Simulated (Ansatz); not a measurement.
C₂H₆ClGeN

Input

```
crystal:
  periodic: [false, false, false]
  atoms:
    - { symbol: "N", position_ang: [-0.08, 1.9443, 1.7029] }
    - { symbol: C, position_ang: [0.3988, 1.1856, 0.8408] }
    - { symbol: Ge, position_ang: [-0.6835, -0.1684, -0.0385] }
    - { symbol: C, position_ang: [0.547, -1.1813, -1.2426] }
    - { symbol: Cl, position_ang: [1.753, -2.022, -0.3341] }
    - { symbol: H, position_ang: [-1.1288, 1.9419, 1.9291] }
    - { symbol: H, position_ang: [1.4844, 1.2776, 0.6111] }
    - { symbol: H, position_ang: [-1.214, -1.1006, 1.0372] }
    - { symbol: H, position_ang: [-1.7913, 0.5184, -0.783] }
    - { symbol: H, position_ang: [-0.1436, -1.9454, -1.7429] }
    - { symbol: H, position_ang: [0.9233, -0.507, -1.9594] }
basis:
  gaussian: { orbitals: def2-SVP }
hamiltonian:
  xc: pbe
relax:
  f_tol: 0.02
  max_steps: 40
scf:
  lower_state_search: "off"
output:
  orbitals: {}
```

Run with:

```sh
ansatz run input.yaml --threads 2 --pin off --max-ram 3072MiB --backend cpu --events-out ev --progress --plain --runs-dir out
```

The fields are those of the relaxed geometry.

Theory: Ansatz 0.2.0, RKS PBE/def2-SVP.

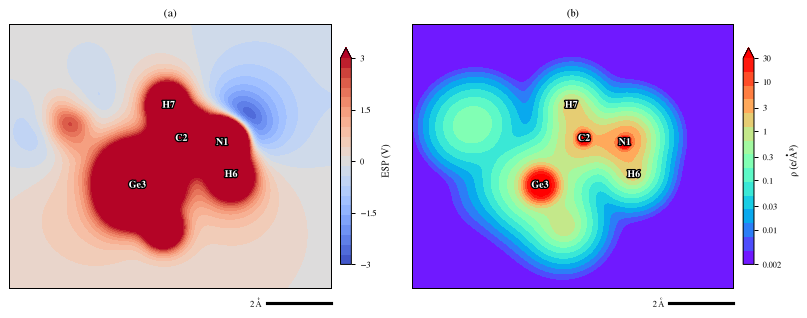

Figure 1. (a) molecular electrostatic potential; (b) electron density on the plane of atoms N1, C2 and H7.

Q: What does the map show?

A: The plane passes through N, C, Ge and H nuclei. C–N (1.28 Å): ρ at the midpoint is about 2.7 e/Å³. C–Ge (1.99 Å): the density is about 0.84 e/Å³ at the midpoint. N–H (1.04 Å): ρ at the midpoint is about 2.7 e/Å³. C–H (1.11 Å): ρ at the midpoint is about 1.9 e/Å³. Outside the dense part of the molecule the potential is most negative (−2.6 V) near N1.

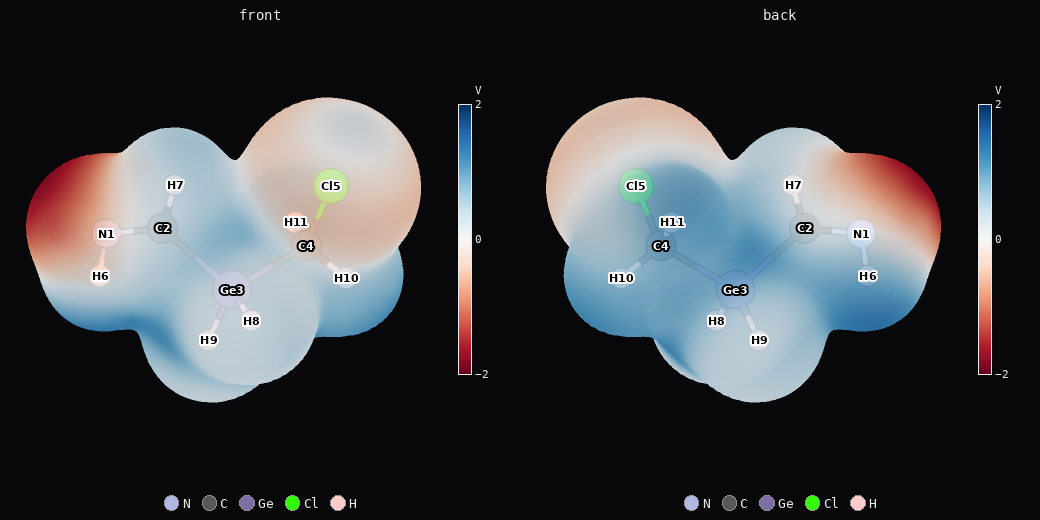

Figure 2. The electrostatic potential painted on the density surface at 0.002 e/bohr³, seen from the front and from behind; red is negative and blue positive.

Q: Describe the electrostatic potential map.

A: The most negative region (about −1.8 V) lies over N1, the most positive (about +1.4 V) over H6. Cl5 shows a σ-hole: about +0.3 V at the tip opposite its bond, against about −0.3 V on its flanks. N1 is the likeliest acceptor of a hydrogen bond.

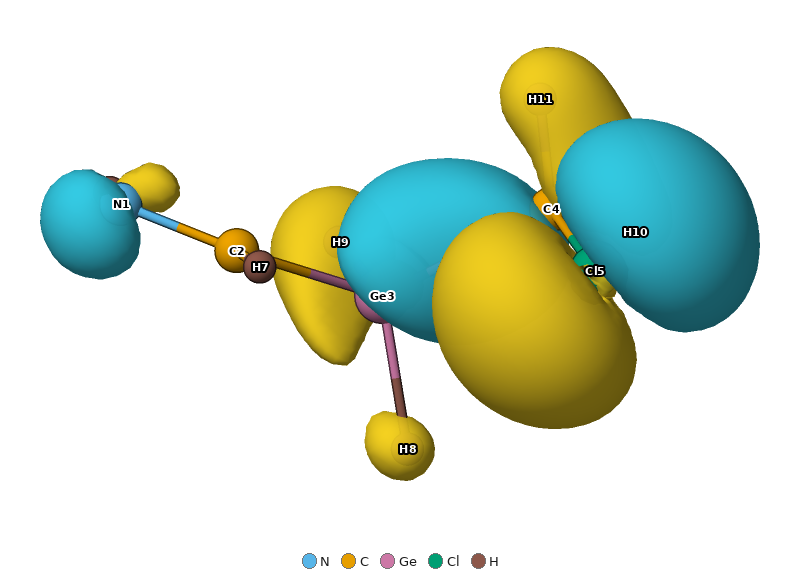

Figure 3. The HOMO−1 at ±0.1 Å⁻³ᐟ² (yellow and cyan are the two phases), seen from one side.

Q: Where does this orbital lie, and at what energy?

A: Its weight (Hirshfeld) is mainly on Cl5 (about 60 %), C4 (about 15 %) and Ge3 (about 10 %). Its energy is −6.72 eV.
